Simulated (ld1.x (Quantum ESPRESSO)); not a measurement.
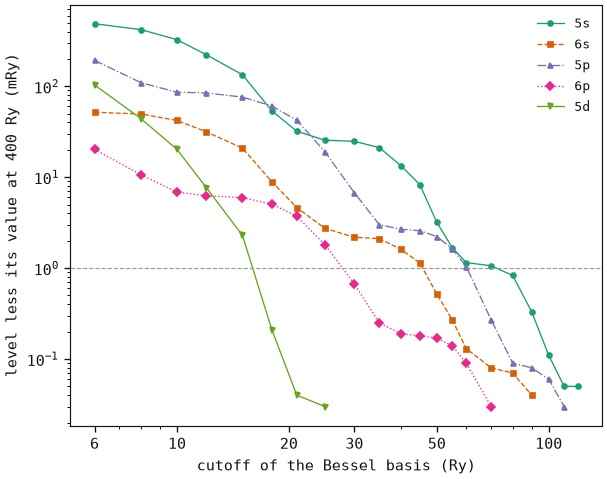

The pseudo-atom Hamiltonian at the reference potential is diagonalised in spherical Bessel functions (20 bohr box) up to the cutoff. Curves: distance of each valence level from its value at 400 Ry.

- Cutoffs from which each level stays within 1 mRy: 5s: 80 Ry; 6s: 50 Ry; 5p: 70 Ry; 6p: 30 Ry; 5d: 18 Ry.
- Cutoffs for 10 and 1 mRy in the occupation-weighted sum of levels: 60 Ry and 100 Ry, on the ladder of cutoffs that was run.

**Pseudopotential generation for Sm (part 1 of 2)**

- system: samarium (Sm, Z = 62), core [Kr] 4d10 4f5, reference valence 5s2 5p6 5d1 6s1.75 6p0 (an ion of charge +0.25), valence charge 11.
- method: TM semilocal potential, Wu–Cohen, scalar-relativistic, made with ld1.x (Quantum ESPRESSO) 7.5

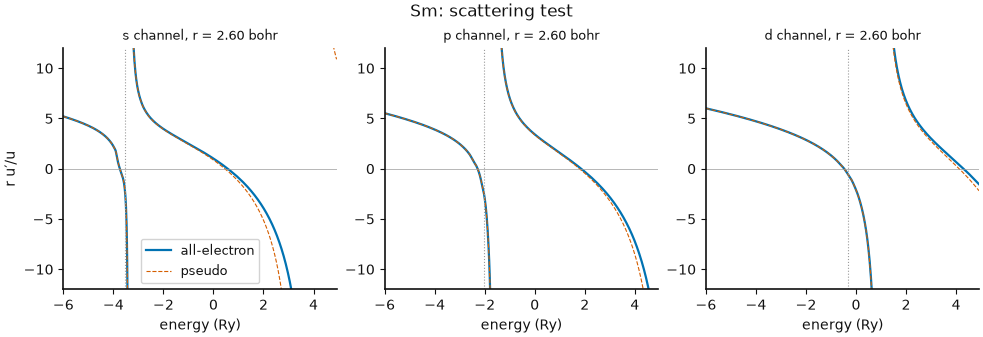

Logarithmic derivatives r u′/u at the test radius against energy, all-electron atom (solid) and pseudo-atom (dashed). Here u = r R(r). The dotted line marks the reference energy of the channel.

- Ghost states: the plot shows none: pseudo and all-electron curves have the same branches in all channels drawn. The separate test gives: no ghost state below the valence levels in the s, p, d channels.
- Zeros of the logarithmic derivative: s: all-electron -3.7 and 0.6 Ry, pseudo -3.7 and 0.5 Ry; p: all-electron -2.3 and 1.9 Ry, pseudo -2.3 and 1.8 Ry; d: all-electron -0.5 and 4.3 Ry, pseudo -0.5 and 4.1 Ry.

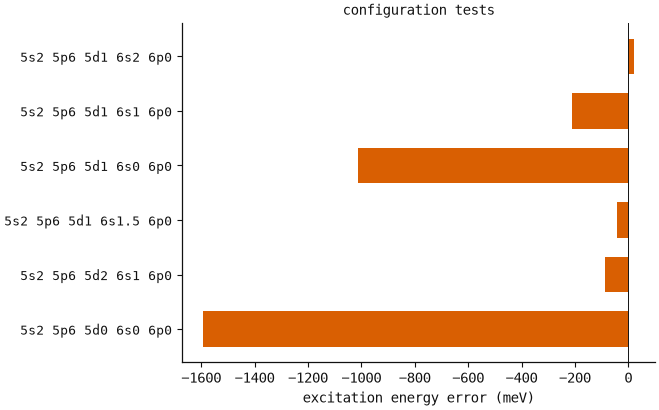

Errors, all-electron minus pseudo, of the energies of valence configurations relative to the unpolarised reference 5s2 5p6 5d1 6s1.75 6p0. Not all tests gave a result: 1 of 7 tests not solved.

- Worst configuration: 5s2 5p6 5d0 6s0 6p0 (charge +3): the error is -1592 meV on an all-electron energy of +36.65 eV relative to the reference, or 4.3 %.
- Configurations within 10 meV and within 50 meV: 0 and 2 of 6.

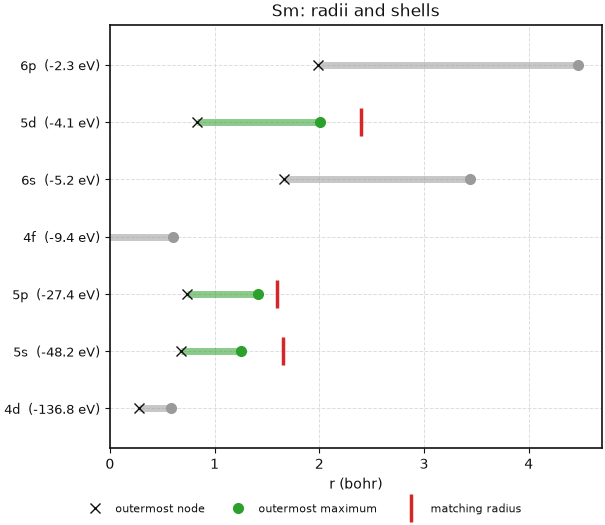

Outer shells of the all-electron reference atom: each bar runs from the outermost node (or the nucleus) to the outermost maximum of u(r); the tick is the radius chosen for the pseudo-wave. Shells without a tick have no pseudo-wave of their own. Levels, nodes and maxima are from ld1.x, scalar-relativistic.

- Radii against the shells: 5s: 1.65 bohr, outside the maximum; 5p: 1.60 bohr, outside the maximum; 5d: 2.40 bohr, outside the maximum.

These pictures come from the run below.

## The input
```
 &input
   title='Sm', zed=62., rel=1, dft='WC', iswitch=3,
   config='[Xe] 4f5 5d1 6s1.75 6p0',
   nld=3, rlderiv=2.60, eminld=-6.0, emaxld=5.0, deld=0.02
 /
 &inputp
   pseudotype=1, tm=.true., lloc=2,
   nlcc=.true., rcore=0.76,
   file_pseudopw='Sm.pp', file_wfcaegen='ae.wfc', file_wfcncgen='nc.wfc'
 /
3
5S  1  0   2.00   0.00  1.65  1.65  0.0
5P  2  1   6.00   0.00  1.60  1.60  0.0
5D  3  2   1.00   0.00  2.40  2.40  0.0
 &test
   configts(1)='5s2 5p6 5d1 6s1.75 6p0'
 /
```

## Input of the test run
```
 &input
   title='Sm', zed=62., rel=1, dft='WC', iswitch=2,
   config='[Xe] 4f5 5d1 6s1.75 6p0'
 /
 &test
   file_pseudo='Sm.pp', nconf=8,
   configts(1)='5s2 5p6 5d1 6s1.75 6p0',
   configts(2)='5s2 5p6 5d1 6s2 6p0',
   configts(3)='5s2 5p6 5d1 6s1 6p0',
   configts(4)='5s2 5p6 5d1 6s0 6p0',
   configts(5)='5s2 5p6 5d1 6s1.5 6p0',
   configts(6)='5s2 5p6 5d2 6s1 6p0',
   configts(7)='5s2 5p6 5d0 6s0 6p0',
   configts(8)='5s2 5p6 5d1 6s0 6p1'
 /
```

Launched with:
```bash
ld1.x < Sm.in > Sm.out
```

## Log
```
     Program LD1 v.7.5
     --------------------------- All-electron run ----------------------------

     Sm
     scalar relativistic calculation

     atomic number is 62.00
     dft =WC   lsd =0 sic =0 latt =0  beta=0.20 tr2=1.0E-14
     Exchange-correlation= WC
                           (   1   4  11   4   0   0   0)
     mesh =1259 r(mesh) =  99.27220 a.u. xmin = -7.00 dx = 0.01250
     1 Ry =  13.60569312 eV, c = 137.03599908

     n l     nl                  e(Ry)          e(Ha)          e(eV)
     1 0     1S 1( 2.00)     -3431.1302     -1715.5651    -46682.9051
     2 0     2S 1( 2.00)      -561.1758      -280.5879     -7635.1862
     2 1     2P 1( 6.00)      -500.6999      -250.3500     -6812.3695
     3 0     3S 1( 2.00)      -123.4663       -61.7332     -1679.8451
     3 1     3P 1( 6.00)      -104.5619       -52.2810     -1422.6373
     4 0     4S 1( 2.00)       -25.0164       -12.5082      -340.3657
     4 1     4P 1( 6.00)       -18.7923        -9.3961      -255.6820
     3 2     3D 1(10.00)       -78.9466       -39.4733     -1074.1228
     5 0     5S 1( 2.00)        -3.5405        -1.7703       -48.1710
     5 1     5P 1( 6.00)        -2.0164        -1.0082       -27.4345
     4 2     4D 1(10.00)       -10.0561        -5.0281      -136.8204
     4 3     4F 1( 5.00)        -0.6928        -0.3464        -9.4264
     5 2     5D 1( 1.00)        -0.3025        -0.1512        -4.1153
     6 0     6S 1( 1.75)        -0.3842        -0.1921        -5.2280
     6 1     6P 1( 0.00)        -0.1705        -0.0853        -2.3203

     final scf error:  9.7E-15 reached in  35 iterations

     Etot =  -20852.271448 Ry,  -10426.135724 Ha, -283709.606235 eV

     Ekin =   22291.240102 Ry,   11145.620051 Ha,  303287.772165 eV
     Encl =  -50733.840600 Ry,  -25366.920300 Ha, -690269.066148 eV
     Eh   =    8058.211172 Ry,    4029.105586 Ha,  109637.548327 eV
     Exc  =    -467.882123 Ry,    -233.941061 Ha,   -6365.860578 eV

     normalization and overlap integrals

     s(1S/1S) =  1.000000  <r> =   0.0227  <r2> =    0.0007  r(max) =   0.0144
     s(2S/2S) =  1.000000  <r> =   0.0970  <r2> =    0.0111  r(max) =   0.0819
     s(2P/2P) =  1.000000  <r> =   0.0855  <r2> =    0.0089  r(max) =   0.0662
     s(3S/3S) =  1.000000  <r> =   0.2550  <r2> =    0.0743  r(max) =   0.2341
     s(3P/3P) =  1.000000  <r> =   0.2534  <r2> =    0.0744  r(max) =   0.2283
     s(4S/4S) =  1.000000  <r> =   0.5784  <r2> =    0.3775  r(max) =   0.5408
     s(4P/4P) =  1.000000  <r> =   0.6120  <r2> =    0.4259  r(max) =   0.5615
     s(3D/3D) =  1.000000  <r> =   0.2310  <r2> =    0.0628  r(max) =   0.1869
     s(5S/5S) =  1.000000  <r> =   1.3867  <r2> =    2.1624  r(max) =   1.2497
     s(5P/5P) =  1.000000  <r> =   1.6186  <r2> =    2.9755  r(max) =   1.4160
     s(4D/4D) =  1.000000  <r> =   0.6676  <r2> =    0.5169  r(max) =   0.5830
     s(4F/4F) =  1.000000  <r> =   0.9244  <r2> =    1.1259  r(max) =   0.6052
     s(5D/5D) =  1.000000  <r> =   2.7758  <r2> =    9.3482  r(max) =   2.0095
     s(6S/6S) =  1.000000  <r> =   3.9711  <r2> =   17.8163  r(max) =   3.4396
     s(6P/6P) =  1.000000  <r> =   5.3276  <r2> =   32.4343  r(max) =   4.4721

     ------------------------ End of All-electron run ------------------------

     --------------------- Generating NC pseudopotential ---------------------

      Generating local pot.: lloc=2, matching radius rcloc =   2.4000

      Computing core charge for nlcc:

       r > 0.77 : true rho core
       r < 0.77 : rho core = a sin(br)/r    a=  62.93  b=   3.29

      Integrated core pseudo-charge :  24.45

      Wfc   5S  rcut= 1.645  Using Troullier-Martins method

      Wfc   5P  rcut= 1.605  Using Troullier-Martins method

     ------------------- End of pseudopotential generation -------------------

     --------------------------- All-electron run ----------------------------

     Sm
     scalar relativistic calculation

     atomic number is 62.00
     dft =WC   lsd =0 sic =0 latt =0  beta=0.20 tr2=1.0E-14
     Exchange-correlation= WC
                           (   1   4  11   4   0   0   0)
     mesh =1259 r(mesh) =  99.27220 a.u. xmin = -7.00 dx = 0.01250
     1 Ry =  13.60569312 eV, c = 137.03599908

     n l     nl                  e(Ry)          e(Ha)          e(eV)
     1 0     1S 1( 2.00)     -3431.1302     -1715.5651    -46682.9051
     2 0     2S 1( 2.00)      -561.1758      -280.5879     -7635.1862
     2 1     2P 1( 6.00)      -500.6999      -250.3500     -6812.3695
     3 0     3S 1( 2.00)      -123.4663       -61.7332     -1679.8451
     3 1     3P 1( 6.00)      -104.5619       -52.2810     -1422.6373
     4 0     4S 1( 2.00)       -25.0164       -12.5082      -340.3657
     4 1     4P 1( 6.00)       -18.7923        -9.3961      -255.6820
     3 2     3D 1(10.00)       -78.9466       -39.4733     -1074.1228
     5 0     5S 1( 2.00)        -3.5405        -1.7703       -48.1710
     5 1     5P 1( 6.00)        -2.0164        -1.0082       -27.4345
     4 2     4D 1(10.00)       -10.0561        -5.0281      -136.8204
     4 3     4F 1( 5.00)        -0.6928        -0.3464        -9.4264
     5 2     5D 1( 1.00)        -0.3025        -0.1512        -4.1153
     6 0     6S 1( 1.75)        -0.3842        -0.1921        -5.2280
     6 1     6P 1( 0.00)        -0.1705        -0.0853        -2.3203

     final scf error:  9.7E-15 reached in  35 iterations

     Etot =  -20852.271448 Ry,  -10426.135724 Ha, -283709.606235 eV

     Ekin =   22291.240102 Ry,   11145.620051 Ha,  303287.772165 eV
     Encl =  -50733.840600 Ry,  -25366.920300 Ha, -690269.066148 eV
     Eh   =    8058.211172 Ry,    4029.105586 Ha,  109637.548327 eV
     Exc  =    -467.882123 Ry,    -233.941061 Ha,   -6365.860578 eV

     normalization and overlap integrals

     s(1S/1S) =  1.000000  <r> =   0.0227  <r2> =    0.0007  r(max) =   0.0144
     s(2S/2S) =  1.000000  <r> =   0.0970  <r2> =    0.0111  r(max) =   0.0819
     s(2P/2P) =  1.000000  <r> =   0.0855  <r2> =    0.0089  r(max) =   0.0662
     s(3S/3S) =  1.000000  <r> =   0.2550  <r2> =    0.0743  r(max) =   0.2341
     s(3P/3P) =  1.000000  <r> =   0.2534  <r2> =    0.0744  r(max) =   0.2283
     s(4S/4S) =  1.000000  <r> =   0.5784  <r2> =    0.3775  r(max) =   0.5408
     s(4P/4P) =  1.000000  <r> =   0.6120  <r2> =    0.4259  r(max) =   0.5615
     s(3D/3D) =  1.000000  <r> =   0.2310  <r2> =    0.0628  r(max) =   0.1869
     s(5S/5S) =  1.000000  <r> =   1.3867  <r2> =    2.1624  r(max) =   1.2497
     s(5P/5P) =  1.000000  <r> =   1.6186  <r2> =    2.9755  r(max) =   1.4160
     s(4D/4D) =  1.000000  <r> =   0.6676  <r2> =    0.5169  r(max) =   0.5830
     s(4F/4F) =  1.000000  <r> =   0.9244  <r2> =    1.1259  r(max) =   0.6052
     s(5D/5D) =  1.000000  <r> =   2.7758  <r2> =    9.3482  r(max) =   2.0095
     s(6S/6S) =  1.000000  <r> =   3.9711  <r2> =   17.8163  r(max) =   3.4396
     s(6P/6P) =  1.000000  <r> =   5.3276  <r2> =   32.4343  r(max) =   4.4721

     ------------------------ End of All-electron run ------------------------

     Computing logarithmic derivative in   2.59642

       Warning: n=3, l=1 expected 1 nodes, found 0
       Setting wfc to zero for this iteration
       (This warning will only be printed once per wavefunction)

     Computing logarithmic derivative in   2.59642
     Computing the partial wave expansion
     R is outside the sphere for l=    0 j= 0.00
     R is outside the sphere for l=    1 j= 0.00
       no projector for channel:   2

     ---------------------- Testing the pseudopotential ----------------------

     Sm
     scalar relativistic calculation

     atomic number is 62.00   valence charge is 11.00
     dft =WC   lsd =0 sic =0 latt =0  beta=0.20 tr2=1.0E-14
     mesh =1259 r(mesh) =  99.27220 xmin = -7.00 dx = 0.01250

     n l     nl             e AE (Ry)        e PS (Ry)    De AE-PS (Ry)
     1 0     5S   1( 2.00)       -3.54050       -3.54052        0.00002
     2 1     5P   1( 6.00)       -2.01640       -2.01642        0.00002
     3 2     5D   1( 1.00)       -0.30247       -0.30247       -0.00000
     2 0     6S   1( 1.75)       -0.38425       -0.39331        0.00906  !
     3 1     6P   1( 0.00)       -0.17054       -0.17054        0.00000

     eps = 4.4E-15  iter = 12

     Etot =  -20852.271448 Ry,  -10426.135724 Ha, -283709.606235 eV
     Etotps =  -134.817662 Ry,     -67.408831 Ha,   -1834.287742 eV

     Ekin =      18.903504 Ry,       9.451752 Ha,     257.195271 eV
     Encl =    -129.780835 Ry,     -64.890418 Ha,   -1765.758218 eV
     Ehrt =      53.235463 Ry,      26.617732 Ha,     724.305378 eV
     Ecxc =     -75.593390 Ry,     -37.796695 Ha,   -1028.500467 eV
     (Ecc =     -63.147058 Ry,     -31.573529 Ha,    -859.159498 eV)
     Epseu=      -1.582404 Ry,      -0.791202 Ha,     -21.529707 eV

     ---------------------- End of pseudopotential test ----------------------
```

## Output of the test run (extracts)
```
     ---------------------- Testing the pseudopotential ----------------------

     Sm
     scalar relativistic calculation

     atomic number is 62.00   valence charge is 11.00
     dft =WC   lsd =0 sic =0 latt =0  beta=0.20 tr2=1.0E-14
     mesh =1259 r(mesh) =  99.27220 xmin = -7.00 dx = 0.01250

     n l     nl             e AE (Ry)        e PS (Ry)    De AE-PS (Ry)
     1 0     5S   1( 2.00)       -3.54050       -3.54052        0.00002
     2 1     5P   1( 6.00)       -2.01640       -2.01642        0.00002
     3 2     5D   1( 1.00)       -0.30247       -0.30247       -0.00000
     2 0     6S   1( 1.75)       -0.38425       -0.39331        0.00906  !
     3 1     6P   1( 0.00)       -0.17054       -0.17054        0.00000

     eps = 7.7E-15  iter = 13

     Etot =  -20852.271448 Ry,  -10426.135724 Ha, -283709.606235 eV
     Etotps =  -134.817663 Ry,     -67.408831 Ha,   -1834.287747 eV

     Ekin =      18.903504 Ry,       9.451752 Ha,     257.195273 eV
     Encl =    -129.780836 Ry,     -64.890418 Ha,   -1765.758232 eV
     Ehrt =      53.235464 Ry,      26.617732 Ha,     724.305388 eV
     Ecxc =     -75.593390 Ry,     -37.796695 Ha,   -1028.500469 eV
     (Ecc =     -63.147058 Ry,     -31.573529 Ha,    -859.159498 eV)
     Epseu=      -1.582404 Ry,      -0.791202 Ha,     -21.529708 eV

     ---------------------- End of pseudopotential test ----------------------

     ---------------------- Testing the pseudopotential ----------------------

     Sm
     scalar relativistic calculation

     atomic number is 62.00   valence charge is 11.00
     dft =WC   lsd =0 sic =0 latt =0  beta=0.20 tr2=1.0E-14
     mesh =1259 r(mesh) =  99.27220 xmin = -7.00 dx = 0.01250

     n l     nl             e AE (Ry)        e PS (Ry)    De AE-PS (Ry)
     1 0     5S   1( 2.00)       -3.43395       -3.42960       -0.00435
     2 1     5P   1( 6.00)       -1.90986       -1.90591       -0.00394
     3 2     5D   1( 1.00)       -0.20275       -0.19872       -0.00403
     2 0     6S   1( 2.00)       -0.29590       -0.29917        0.00327
     3 1     6P   1( 0.00)       -0.09592       -0.09592        0.00000

     eps = 1.8E-16  iter = 17

     Etot =  -20852.356378 Ry,  -10426.178189 Ha, -283710.761765 eV
     Etotps =  -134.904136 Ry,     -67.452068 Ha,   -1835.464277 eV
     dEtot_ae =      -0.084930 Ry
     dEtot_ps =      -0.086473 Ry,   Delta E=       0.001543 Ry

     Ekin =      18.930127 Ry,       9.465064 Ha,     257.557504 eV
     Encl =    -130.981532 Ry,     -65.490766 Ha,   -1782.094531 eV
     Ehrt =      54.415224 Ry,      27.207612 Ha,     740.356843 eV
     Ecxc =     -75.685251 Ry,     -37.842625 Ha,   -1029.750293 eV
     (Ecc =     -63.147058 Ry,     -31.573529 Ha,    -859.159498 eV)
     Epseu=      -1.582705 Ry,      -0.791353 Ha,     -21.533799 eV

     ---------------------- End of pseudopotential test ----------------------

     ---------------------- Testing the pseudopotential ----------------------

     Sm
     scalar relativistic calculation

     atomic number is 62.00   valence charge is 11.00
     dft =WC   lsd =0 sic =0 latt =0  beta=0.20 tr2=1.0E-14
     mesh =1259 r(mesh) =  99.27220 xmin = -7.00 dx = 0.01250

     n l     nl             e AE (Ry)        e PS (Ry)    De AE-PS (Ry)
     1 0     5S   1( 2.00)       -3.89224       -3.90810        0.01586  !
     2 1     5P   1( 6.00)       -2.36745       -2.38161        0.01416  !
     3 2     5D   1( 1.00)       -0.62699       -0.64259        0.01559  !
     2 0     6S   1( 1.00)       -0.66252       -0.69737        0.03485  !
     3 1     6P   1( 0.00)       -0.41008       -0.12302       -0.28705  !

     eps = 4.6E-15  iter = 14

     Etot =  -20851.879917 Ry,  -10425.939958 Ha, -283704.279186 eV
     Etotps =  -134.410482 Ry,     -67.205241 Ha,   -1828.747770 eV
     dEtot_ae =       0.391531 Ry
     dEtot_ps =       0.407181 Ry,   Delta E=      -0.015650 Ry

     Ekin =      18.745073 Ry,       9.372536 Ha,     255.039710 eV
     Encl =    -125.796462 Ry,     -62.898231 Ha,   -1711.548052 eV
     Ehrt =      49.507547 Ry,      24.753773 Ha,     673.584489 eV
     Ecxc =     -75.285225 Ry,     -37.642613 Ha,   -1024.307670 eV
     (Ecc =     -63.147058 Ry,     -31.573529 Ha,    -859.159498 eV)
     Epseu=      -1.581415 Ry,      -0.790707 Ha,     -21.516246 eV

     ---------------------- End of pseudopotential test ----------------------

     ---------------------- Testing the pseudopotential ----------------------

     Sm
     scalar relativistic calculation

     atomic number is 62.00   valence charge is 11.00
     dft =WC   lsd =0 sic =0 latt =0  beta=0.20 tr2=1.0E-14
     mesh =1259 r(mesh) =  99.27220 xmin = -7.00 dx = 0.01250

     n l     nl             e AE (Ry)        e PS (Ry)    De AE-PS (Ry)
     1 0     5S   1( 2.00)       -4.42586       -4.46396        0.03810  !
     2 1     5P   1( 6.00)       -2.89731       -2.93147        0.03415  !
     3 2     5D   1( 1.00)       -1.10920       -1.14886        0.03966  !
     2 0     6S   1( 0.00)       -1.06191       -1.13883        0.07692  !
     3 1     6P   1( 0.00)       -0.76158       -0.22847       -0.53311  !

     eps = 4.2E-15  iter = 18

     Etot =  -20851.023198 Ry,  -10425.511599 Ha, -283692.622935 eV
     Etotps =  -133.494980 Ry,     -66.747490 Ha,   -1816.291725 eV
     dEtot_ae =       1.248249 Ry
     dEtot_ps =       1.322683 Ry,   Delta E=      -0.074434 Ry

     Ekin =      18.352320 Ry,       9.176160 Ha,     249.696032 eV
     Encl =    -119.761257 Ry,     -59.880629 Ha,   -1629.434915 eV
     Ehrt =      44.317536 Ry,      22.158768 Ha,     602.970793 eV
     Ecxc =     -74.823977 Ry,     -37.411989 Ha,   -1018.032073 eV
     (Ecc =     -63.147058 Ry,     -31.573529 Ha,    -859.159498 eV)
     Epseu=      -1.579601 Ry,      -0.789800 Ha,     -21.491562 eV

     ---------------------- End of pseudopotential test ----------------------
```

(Continued in part 2.) Outcome of the run: generated; ld1.x warns of wrong node counts.
